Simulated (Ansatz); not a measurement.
# One shape, several levels: AlClF2 (SMILES [F][Al]([F])[Cl])

Wanted: a comparison of 6 runs (HF/STO-3G, B3LYP/STO-3G, BLYP/STO-3G, r2SCAN0/STO-3G, BCCD(T)/STO-3G, FCI/STO-3G) of AlClF2. 

The calculation is run with Ansatz 0.2.0.

53 further runs of the same task are left out: 4 that didn't finish, 49 set aside as unsound or not needed.

## Step 1: Starting point

The species is AlClF2 (4 atoms), meant as a singlet with charge 0. As SMILES, `[F][Al]([F])[Cl]`. The Cl4–Al2 distance was set to 5.152 Å, away from the relaxed value. At this shape a bond of the SMILES string is far longer than usual.

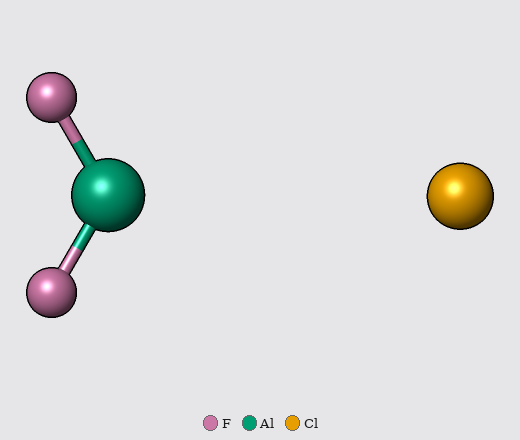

The structure, seen from a chosen angle (fluorine pink, aluminium teal, chlorine amber).

## Step 2: A single-point energy at HF/STO-3G (run 1)

in.yaml

```yaml
crystal:
  periodic: [false, false, false]
  atoms:
    - {symbol: F, position_ang: [3.111112, -0.828596, 2.787852]}
    - {symbol: Al, position_ang: [2.183192, -1.601106, 1.691782]}
    - {symbol: F, position_ang: [2.387402, -3.204176, 1.473552]}
    - {symbol: Cl, position_ang: [-1.339980, 0.982810, -1.038560]}
basis:
  gaussian:
    orbitals: STO-3G
hamiltonian:
  xc: hf
accuracy: high
```

On the command line:

```
$ ansatz run in.yaml --threads 1 --pin off --max-ram 3480MiB --events-out events.jsonl --progress --plain --runs-dir runs
```

The log of the run:

```text
Warning: RAYON_NUM_THREADS=1 ignored (pool sized by the plan → 1); use --threads N
Functional definition: HF
  name "HF"
  exchange = exact_x
  correlation = 0
467 factors; integrals over basis functions are off by at most 2.8e-8 eV
mean field evaluation 1: about -24201.6515 eV, gradient 2.8e1 eV
mean field evaluation 2: about -24201.6702 eV, gradient 2.8e1 eV
mean field evaluation 4: about -24205.0161 eV, gradient 7.8e0 eV
mean field evaluation 8: about -24205.2565 eV, gradient 8.2e-1 eV
mean field evaluation 16: about -24205.6748 eV, gradient 5.5e-1 eV
mean field evaluation 32: about -24205.6979 eV, gradient 2.4e-8 eV
mean field evaluation 64: about -24205.6821 eV, gradient 6.4e-2 eV
mean field evaluation 96: about -24205.6045 eV, gradient 1.5e0 eV
mean field -24205.69794051 eV, -889.5429921025 hartree, gradient 2.4e-8 eV, S^2 0.000000; 1 other end points of the search recorded, 0 dependent functions left out
reference -24205.69794051 eV, -889.5429921025 hartree; 24, 24 occupied and 4, 4 virtual orbitals, 467 factors
Total energy: -24205.69794051 eV, -889.5429921025 hartree
```

Run time: 0.24 s. Hardware: 1 thread of Arm Neoverse V2, shared host.

## Step 3: A single-point energy at B3LYP/STO-3G (run 2)

in.yaml: that of step 2 with these lines changed.

```diff
@@ -11,3 +11,3 @@
 hamiltonian:
-  xc: hf
+  xc: {name: B3LYP}
 accuracy: high
```

On the command line:

```
$ ansatz run in.yaml --threads 1 --pin off --max-ram 3480MiB --events-out events.jsonl --progress --plain --runs-dir runs
```

The log of the run:

```text
Warning: RAYON_NUM_THREADS=1 ignored (pool sized by the plan → 1); use --threads N
Functional definition: B3LYP
  name "B3LYP"
  parameter a0 = 0.2
  parameter ax = 0.72
  parameter ac = 0.81
  exchange = (1 - a0 - ax)*slater_x + ax*b88_x + a0*exact_x
  correlation = (1 - ac)*vwn_rpa_c + ac*lyp_c
467 factors; integrals over basis functions are off by at most 2.8e-8 eV
mean field evaluation 1: about -24250.0262 eV, gradient 3.0e1 eV
mean field evaluation 2: about -24135.2011 eV, gradient 3.9e1 eV
mean field evaluation 4: about -24253.7946 eV, gradient 4.3e0 eV
mean field evaluation 8: about -24253.7944 eV, gradient 4.3e0 eV
mean field evaluation 16: about -24256.2965 eV, gradient 8.6e-1 eV
mean field evaluation 32: about -24248.4134 eV, gradient 2.9e1 eV
mean field evaluation 64: about -24256.3032 eV, gradient 1.6e-1 eV
mean field -24256.30416805 eV, -891.4027366625 hartree, gradient 9.2e-9 eV, S^2 0.000000; 4 other end points of the search recorded, 0 dependent functions left out
reference -24256.30419978 eV, -891.4027378286 hartree; 24, 24 occupied and 4, 4 virtual orbitals, 467 factors
Total energy: -24256.30419978 eV, -891.4027378286 hartree
```

It took 4.2 s on 1 thread of Arm Neoverse V2, shared host; peak memory 0.11 GiB.

Run 3 isn't shown in full; the table further down has it.

## Step 4: The energy at r2SCAN0/STO-3G (run 4)

molecule.yaml

```yaml
crystal:
  periodic: [false, false, false]
  atoms:
    - {symbol: F, position_ang: [3.111112, -0.828596, 2.787852]}
    - {symbol: Al, position_ang: [2.183192, -1.601106, 1.691782]}
    - {symbol: F, position_ang: [2.387402, -3.204176, 1.473552]}
    - {symbol: Cl, position_ang: [-1.339980, 0.982810, -1.038560]}
basis:
  gaussian:
    orbitals: STO-3G
magnetization:
  spin_polarized: false
hamiltonian:
  xc: {name: r2SCAN0}
accuracy: high
```

On the command line:

```
$ ansatz run molecule.yaml --threads 1 --pin off --max-ram 3480MiB --events-out events.jsonl --progress --plain --runs-dir runs
```

The log of the run:

```text
Warning: RAYON_NUM_THREADS=1 ignored (pool sized by the plan → 1); use --threads N
Functional definition: r2SCAN0
  name "r2SCAN0"
  parameter a = 0.25
  parameter k0 = 0.174
  parameter k1 = 0.065
  parameter a1 = 4.9479
  exchange = (1 - a)*r2scan_x(k0 = k0, k1 = k1, a1 = a1) + a*exact_x
  correlation = r2scan_c
467 factors; integrals over basis functions are off by at most 2.8e-8 eV
mean field evaluation 1: about -24248.7797 eV, gradient 2.9e1 eV
mean field evaluation 2: about -24134.7992 eV, gradient 3.4e1 eV
mean field evaluation 4: about -24252.2504 eV, gradient 4.9e0 eV
mean field evaluation 8: about -24252.2504 eV, gradient 4.9e0 eV
mean field evaluation 16: about -24254.3867 eV, gradient 1.0e0 eV
mean field evaluation 32: about -24254.3963 eV, gradient 3.0e-2 eV
mean field -24254.39652842 eV, -891.3326321990 hartree, gradient 3.2e-8 eV, S^2 0.000000; 4 other end points of the search recorded, 0 dependent functions left out
reference -24254.39652872 eV, -891.3326322098 hartree; 24, 24 occupied and 4, 4 virtual orbitals, 467 factors
Total energy: -24254.39652872 eV, -891.3326322098 hartree
```

Wall time 16 s (1 thread of Arm Neoverse V2, shared host); peak memory 0.16 GiB.

Run 5 isn't shown in full; the table further down has it.

## Step 5: A single-point energy at FCI/STO-3G (run 6)

run.yaml

```yaml
basis:
  gaussian:
    orbitals: STO-3G
crystal:
  periodic: [false, false, false]
  atoms:
    - symbol: F
      position_ang: [3.111112, -0.828596, 2.787852]
    - symbol: Al
      position_ang: [2.183192, -1.601106, 1.691782]
    - symbol: F
      position_ang: [2.387402, -3.204176, 1.473552]
    - symbol: Cl
      position_ang: [-1.339980, 0.982810, -1.038560]
correlation:
  method: fci
  frozen_orbitals: {Al: 5, Cl: 5, F: 1}
accuracy: high
```

On the command line:

```
$ ansatz run run.yaml --threads 1 --pin off --max-ram 3480MiB --events-out events.jsonl --progress --plain --runs-dir runs
```

The log of the run:

```text
Warning: RAYON_NUM_THREADS=1 ignored (pool sized by the plan → 1); use --threads N
Functional definition: HF
  name "HF"
  exchange = exact_x
  correlation = 0
467 factors; integrals over basis functions are off by at most 2.8e-8 eV
mean field evaluation 1: about -24201.6515 eV, gradient 2.8e1 eV
mean field evaluation 2: about -24201.6702 eV, gradient 2.8e1 eV
mean field evaluation 4: about -24205.0161 eV, gradient 7.8e0 eV
mean field evaluation 8: about -24205.2565 eV, gradient 8.2e-1 eV
mean field evaluation 16: about -24205.6748 eV, gradient 5.5e-1 eV
mean field evaluation 32: about -24205.6979 eV, gradient 2.4e-8 eV
mean field evaluation 64: about -24205.6785 eV, gradient 8.5e-1 eV
mean field -24205.69794051 eV, -889.5429921025 hartree, gradient 2.4e-8 eV, S^2 0.000000; 4 other end points of the search recorded, 0 dependent functions left out; unrestricted orbitals would lower it
unrestricted determinant -24208.50523055 eV, -889.6461581085 hartree, S^2 1.0076
12 core orbitals not correlated: weight in the atoms' cores, before any rotation towards them, 1.000 or more for the frozen orbitals, at most 0.000 for the correlated occupied ones
reference -24205.69794051 eV, -889.5429921025 hartree; 12, 12 occupied and 4, 4 virtual orbitals, 467 factors
state -24210.32559792 eV, -889.7130553754 hartree
Total energy: -24210.32559792 eV, -889.7130553754 hartree
```

It took 32 s on 1 thread of Arm Neoverse V2, shared host; peak memory 0.41 GiB.

## Step 6: Overview of the runs

| run | level | frozen core orbitals | energy (Eh) | wall time |
| --- | --- | --- | --- | --- |
| 1 | HF/STO-3G | – | -889.542992 | 0.24 s |
| 2 | B3LYP/STO-3G | – | -891.402738 | 4.2 s |
| 3 | BLYP/STO-3G | – | -891.309108 | 4.5 s |
| 4 | r2SCAN0/STO-3G | – | -891.332632 | 16 s |
| 5 | BCCD(T)/STO-3G | 12 | -889.716698 | 0.58 s |
| 6 | FCI/STO-3G | 12 | -889.713055 | 32 s |

## Step 7: Summary of results

| quantity | value |
| --- | --- |
| run 6: total energy | -889.71306 Eh |
| run 6: correlation energy (12 core orbitals frozen) | -170.1 mEh |

What this shows: Against full CI in this basis: HF +170.1 mEh; BCCD(T) -3.6 mEh. Totals of different functionals can't be ranked against each other. In run 5 the log says that unrestricted orbitals would lower the reference, so the values rest on an unstable closed-shell determinant (other closed-shell runs at this shape may share the fault). In runs 1, 2, 3, 4, 5, 6 the basis is minimal, so the values are rough. All runs together took 57 s, the longest 32 s.
